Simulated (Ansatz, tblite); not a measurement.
**GaH2F: charged states by level of theory**

Aim: the energy of removing an electron for GaH2F, by energy differences, and how well orbital energies stand in for it.

Method: as each input shows; program: Ansatz 0.2.0, Gaussian basis.

Levels to be run: charge +1 doublet, at the geometry of the singlet (PBE0-D4/def2-TZVP, PBE-D4/def2-TZVP, r2SCAN-D4/def2-TZVP, CCSD(T)/def2-TZVPP); the starting singlet's energies come from earlier runs.

**1. The structure**

The geometry is that of the singlet, from an earlier relaxation (PBE0-D4/def2-TZVP).

4 atoms, charge 0, spin multiplicity 1.

Atoms are counted from 1 here; the program's logs count them from 0.

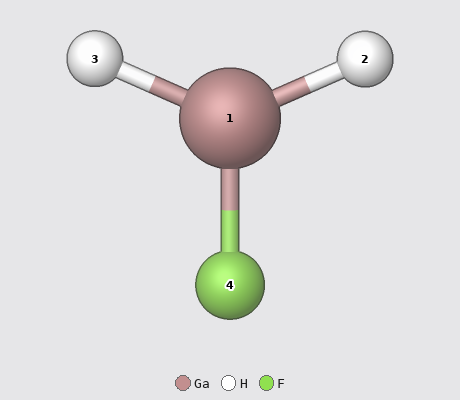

The geometry (gallium pink, hydrogen white, fluorine green); atoms are numbered from 1 in the order of the file.

**2. Charge +1 doublet at the fixed geometry, PBE0-D4/def2-TZVP**

in.yaml reads:

```yaml
crystal:
  periodic: [false, false, false]
  atoms:
    - {symbol: Ga, position_ang: [0.064658, 0.107570, -0.000269]}
    - {symbol: H, position_ang: [1.607926, -0.086837, 0.014588]}
    - {symbol: H, position_ang: [-0.831079, 1.379179, -0.019011]}
    - {symbol: F, position_ang: [-0.841515, -1.399911, 0.004681]}
basis:
  gaussian: {orbitals: def2-TZVP}
total_charge: 1
magnetization: {spin_polarized: true, initial_magnetization: 1}
hamiltonian: {xc: pbe0, dispersion: d4}
output: {orbitals: {seedname: orbitals}}
```

The run is started by

```sh
$ ansatz run in.yaml --threads 4 --pin off --events-out ev --progress --plain --max-ram 3916MiB
```

Output:

```text
Functional definition: PBE0
  name "PBE0"
  cite "Adamo & Barone, J. Chem. Phys. 110, 6158 (1999) doi:10.1063/1.478522"
  cite "Perdew, Burke & Ernzerhof, Phys. Rev. Lett. 77, 3865 (1996) doi:10.1103/PhysRevLett.77.3865"
  parent pbe
  parameter a = 0.25
  parameter kappa = 0.804
  parameter beta = 0.06672455060314922
  exchange = (1 - a)*pbe_x(kappa = kappa, mu = beta*pi^2/3) + a*exact_x
  correlation = pbe_c(beta = beta)
657 factors; their error is unknown
mean field evaluation 1: about -55093.0382 eV, gradient 7.1e1 eV
mean field evaluation 2: about -54854.3245 eV, gradient 1.7e2 eV
mean field evaluation 4: about -55107.8970 eV, gradient 7.5e0 eV
mean field evaluation 8: about -55108.0714 eV, gradient 9.9e-2 eV
mean field evaluation 16: about -55108.2696 eV, gradient 1.1e-5 eV
mean field -55108.26962512 eV, -2025.1915549965 hartree, gradient 1.1e-5 eV, S^2 0.768389; 0 other end points of the search recorded, 0 dependent functions left out
reference -55108.26965018 eV, -2025.1915559175 hartree; 21, 20 occupied and 70, 71 virtual orbitals, 657 factors
Total energy: -55108.29205884 eV, -2025.1923794204 hartree
```

Wall time 0.8 s (4 threads of Arm Neoverse V1, shared host).

Report: HOMO -17.43 eV, LUMO -14.07 eV (over both spins); ⟨S²⟩ 0.768 (pure: 0.75).

**3. Charge +1 doublet at the fixed geometry, PBE-D4/def2-TZVP**

start.molden holds the orbitals of an earlier run on this state, given as this run's starting guess.

Changes to in.yaml since step 2:

```diff
@@ -8,6 +8,7 @@
 basis:
-  gaussian: {orbitals: def2-TZVP}
+  gaussian: {orbitals: def2-TZVP, initial_orbitals: start.molden}
 total_charge: 1
 magnetization: {spin_polarized: true, initial_magnetization: 1}
-hamiltonian: {xc: pbe0, dispersion: d4}
+hamiltonian: {xc: pbe, dispersion: d4}
+scf: {omitted_lower_state_checks: [starts]}
 output: {orbitals: {seedname: orbitals}}
```

Launched as before.

Output:

```text
Functional definition: PBE
  name "PBE"
  cite "Perdew, Burke & Ernzerhof, Phys. Rev. Lett. 77, 3865 (1996) doi:10.1103/PhysRevLett.77.3865"
  parent pbe
  parameter kappa = 0.804
  parameter beta = 0.06672455060314922
  exchange = pbe_x(kappa = kappa, mu = beta*pi^2/3)
  correlation = pbe_c(beta = beta)
these checks for a lower state are left out or cut short: starts
612 factors; their error is unknown
mean field evaluation 1: about -55107.4656 eV, gradient 6.7e0 eV
mean field evaluation 2: about -55107.5726 eV, gradient 1.7e-1 eV
mean field evaluation 4: about -55107.5592 eV, gradient 1.6e-3 eV
mean field evaluation 8: about -55107.5592 eV, gradient 1.5e-5 eV
mean field -55107.55917816 eV, -2025.1654465523 hartree, gradient 1.5e-5 eV, S^2 0.757819; 0 other end points of the search recorded, 0 dependent functions left out
reference -55107.55921195 eV, -2025.1654477941 hartree; 21, 20 occupied and 70, 71 virtual orbitals, 612 factors
Total energy: -55107.58632876 eV, -2025.1664443184 hartree
Checks for a lower state left out: starts
```

It took 0.65 s on 4 threads of Arm Neoverse V1, shared host.

From the report: HOMO -16.13 eV, LUMO -14.78 eV (over both spins); ⟨S²⟩ 0.758 (pure: 0.75).

**4. Charge +1 doublet at the fixed geometry, r2SCAN-D4/def2-TZVP**

Changes to in.yaml since step 3:

```diff
@@ -11,3 +11,3 @@
 magnetization: {spin_polarized: true, initial_magnetization: 1}
-hamiltonian: {xc: pbe, dispersion: d4}
+hamiltonian: {xc: r2scan, dispersion: d4}
 scf: {omitted_lower_state_checks: [starts]}
```

Launched as before.

Output:

```text
Functional definition: r2SCAN
  name "r2SCAN"
  cite "Furness, Kaplan, Ning, Perdew & Sun, J. Phys. Chem. Lett. 11, 8208 (2020) doi:10.1021/acs.jpclett.0c02405"
  cite "Furness, Kaplan, Ning, Perdew & Sun, J. Phys. Chem. Lett. 11, 9248 (2020) doi:10.1021/acs.jpclett.0c03077"
  parent r2scan
  parameter k0 = 0.174
  parameter k1 = 0.065
  parameter a1 = 4.9479
  exchange = r2scan_x(k0 = k0, k1 = k1, a1 = a1)
  correlation = r2scan_c
these checks for a lower state are left out or cut short: starts
612 factors; their error is unknown
mean field evaluation 1: about -55116.5909 eV, gradient 4.1e0 eV
mean field evaluation 2: about -55116.6211 eV, gradient 6.1e-2 eV
mean field evaluation 4: about -55116.6064 eV, gradient 4.1e-4 eV
mean field evaluation 8: about -55116.6064 eV, gradient 2.5e-5 eV
mean field -55116.60636455 eV, -2025.4979245196 hartree, gradient 2.5e-5 eV, S^2 0.767630; 0 other end points of the search recorded, 0 dependent functions left out
reference -55116.60637686 eV, -2025.4979249719 hartree; 21, 20 occupied and 70, 71 virtual orbitals, 612 factors
Total energy: -55116.61212371 eV, -2025.4981361649 hartree
Checks for a lower state left out: starts
```

Run time: 1.6 s. Hardware: 4 threads of Arm Neoverse V1, shared host.

HOMO -16.55 eV, LUMO -14.73 eV (over both spins); ⟨S²⟩ 0.768 (pure: 0.75).

**5. Charge +1 doublet at the fixed geometry, CCSD(T)/def2-TZVPP**

Changes to in.yaml since step 4:

```diff
@@ -8,7 +8,7 @@
 basis:
-  gaussian: {orbitals: def2-TZVP, initial_orbitals: start.molden}
+  gaussian: {orbitals: def2-TZVPP, initial_orbitals: start.molden}
 total_charge: 1
 magnetization: {spin_polarized: true, initial_magnetization: 1}
-hamiltonian: {xc: r2scan, dispersion: d4}
-scf: {omitted_lower_state_checks: [starts]}
+correlation: {method: ccsd_t}
+scf: {omitted_lower_state_checks: [starts, cluster_reference]}
 output: {orbitals: {seedname: orbitals}}
```

Launched as before.

Output, shortened:

```text
Functional definition: HF
  name "HF"
  cite "Fock, Z. Phys. 61, 126 (1930) doi:10.1007/BF01340294"
  parent pbe
[...]
676 factors; integrals over basis functions are off by at most 1.0e-3 eV
[...]
mean field -55062.50076215 eV, -2023.5095803054 hartree, gradient 1.3e-6 eV, S^2 0.840957; 0 other end points of the search recorded, 0 dependent functions left out
10 core orbitals not correlated: weight in the atoms' cores, before any rotation towards them, 1.000 or more for the frozen orbitals, at most 0.000 for the correlated occupied ones
reference -55062.50076215 eV, -2023.5095803054 hartree; 11, 10 occupied and 86, 87 virtual orbitals, 676 factors
second order -12.58691349 eV of doubles, -0.00000000 eV of singles
cycle   1  -12.03202002 eV  change    5.5e-1 eV  update   1.3e-1
[...]
cycle  13  -12.72527454 eV  change    7.0e-6 eV  update   2.0e-5
perturbative correction -0.49662050 eV, -0.0182504667 hartree
Total energy: -55075.72265719 eV, -2023.9954759861 hartree
Checks for a lower state left out: starts, cluster_reference
```

It took 4.9 s on 4 threads of Arm Neoverse V1, shared host; peak memory 0.6 GiB.

From the report: Hartree-Fock HOMO -20.22 eV, LUMO -10.42 eV (over both spins); ⟨S²⟩ 0.841 (pure: 0.75); T1 0.035.

**6. Vertical ionisation energy**

Charged state less starting state, singlet to doublet; the starting state's energies are those of its earlier runs.

Differences are taken before rounding.

```tsv
method	vertical ionisation energy (eV)	from CCSD(T)/def2-TZVPP (eV)	time
HF/def2-TZVPP	11.32	-0.54	
PBE-D4/def2-TZVP	11.17	-0.69	1 s
r2SCAN-D4/def2-TZVP	11.35	-0.51	2.6 s
PBE0-D4/def2-TZVP	11.54	-0.32	1.4 s
MP2/def2-TZVPP	11.95	+0.10	
CCSD/def2-TZVPP	11.93	+0.07	
CCSD(T)/def2-TZVPP	11.86	0	6.3 s
```

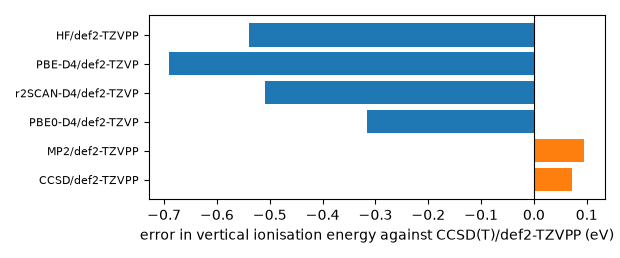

Error of each method against CCSD(T)/def2-TZVPP.

Times add the two runs; a level without a time comes out of a correlated run.

Beside −ε(HOMO) of the starting state:

```tsv
level	−ε(HOMO) (eV)	by difference (eV)	mismatch (eV)
PBE-D4/def2-TZVP	7.54	11.17	-3.63
r2SCAN-D4/def2-TZVP	7.91	11.35	-3.44
PBE0-D4/def2-TZVP	8.97	11.54	-2.57
```

**7. Summary of results**

| quantity | value |
| --- | --- |
| vertical ionisation energy, functionals in def2-TZVP | 11.17 (PBE-D4) to 11.54 eV (PBE0-D4) |
| vertical ionisation energy, CCSD(T)/def2-TZVPP | 11.86 eV |

In words: The vertical ionisation energy spans 11.17 to 11.54 eV over the functionals, beside 11.86 eV from CCSD(T)/def2-TZVPP. −ε(HOMO) misses the level's own difference by -2.57 eV at best (PBE0-D4) and -3.63 eV at worst (PBE-D4). The reference is CCSD(T) in one finite basis, so it carries an error of its own, often a tenth of an eV or more, and near misses can't be ranked.
